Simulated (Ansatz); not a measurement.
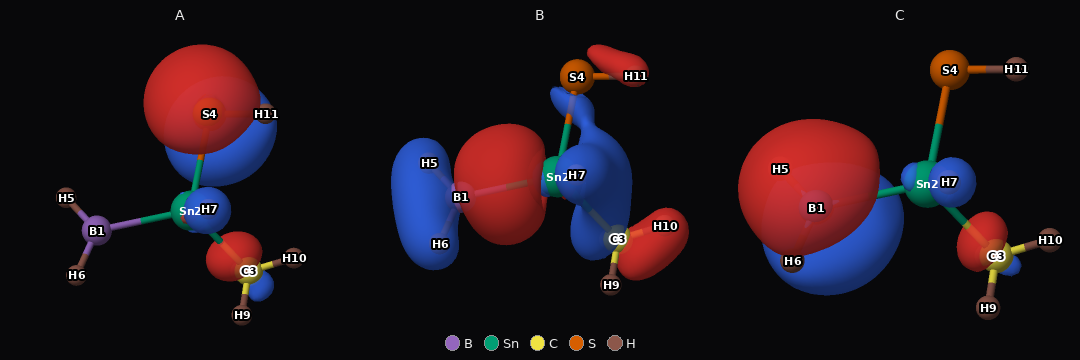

Figure 1: CH7BSSn (SMILES [BH2][SnH]([CH3])[SH]). Three frontier orbitals at ±0.1 Å⁻³ᐟ² (red and blue are the two phases), in no order.

Core potentials replace the inner electrons of Sn.

All numbers below come from RKS PBE-D4/def2-SVP (Ansatz 0.2.0).

Input

```
crystal:
  periodic: [false, false, false]
  atoms:
    - { symbol: B, position_ang: [-1.019, 1.86, -0.2663] }
    - { symbol: Sn, position_ang: [0.0785, 0.0368, -0.6136] }
    - { symbol: C, position_ang: [0.8635, -0.6303, 1.2381] }
    - { symbol: S, position_ang: [-1.3092, -1.6505, -1.5049] }
    - { symbol: H, position_ang: [-1.6027, 2.4305, -1.2025] }
    - { symbol: H, position_ang: [-1.1456, 2.3779, 0.8067] }
    - { symbol: H, position_ang: [1.4101, 0.3452, -1.7397] }
    - { symbol: H, position_ang: [-0.00749, -0.78213, 2.00006] }
    - { symbol: H, position_ang: [1.52036, 0.12574, 1.71461] }
    - { symbol: H, position_ang: [1.4334, -1.57623, 1.14158] }
    - { symbol: H, position_ang: [-0.363, -2.6193, -1.475] }
basis:
  gaussian: { orbitals: def2-SVP }
hamiltonian:
  xc: pbe
  dispersion: d4
relax:
  f_tol: 0.015
  max_steps: 40
output:
  orbitals: {}
```

Command:

```sh
ansatz run input.yaml --threads 2 --pin off --max-ram 3072MiB --backend cpu --events-out ev --progress --plain --runs-dir out
```

The fields are those of the relaxed geometry.

Which picture is the HOMO−1, the HOMO and the LUMO?

Answer. B is the HOMO−1 (−6.78 eV). Its weight (Hirshfeld) is mainly on B1 (about 35 %), Sn2 (about 30 %) and C3 (about 10 %). A is the HOMO (−5.48 eV). It lies mainly on S4 (about 80 %) and Sn2 (about 5 %); largely a lone pair of S4. C is the LUMO (−3.60 eV). Its weight (Hirshfeld) is mainly on B1 (about 65 %), Sn2 (about 15 %), H5 (about 5 %) and H6 (about 5 %).

What is the HOMO–LUMO gap?

Answer. 1.88 eV between the orbital energies.
